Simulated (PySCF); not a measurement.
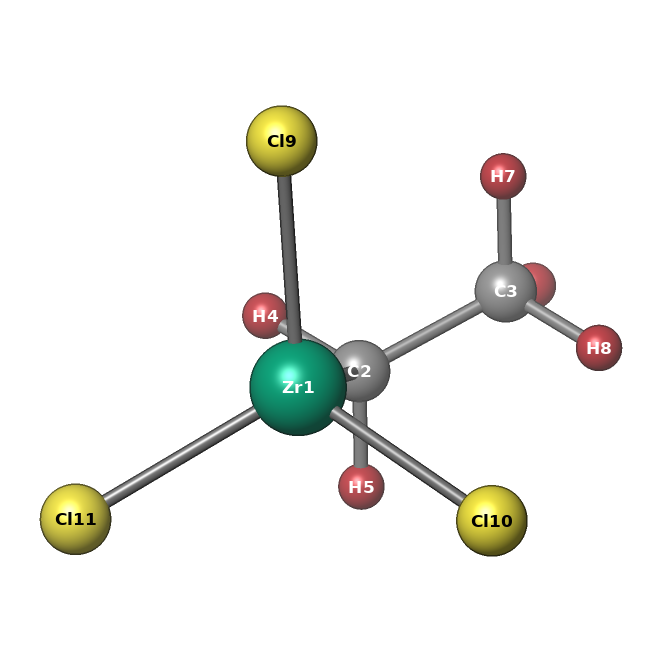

C2 lies behind Zr1. The molecule seen a little off the Zr1–C2 bond, Zr1 in front. Distant atoms are faded towards the background colour. Charge 0, singlet. The geometry was computed by an optimisation with PBE0-D3(BJ)/def2-SVP. No frequency run is at hand to confirm it as a minimum.

What is the torsion angle Cl9–Zr1–C2–C3? The sign is positive where the front bond must turn clockwise to cover the back bond.

60°, synclinal (gauche). The bonds about Zr1–C2 are staggered.
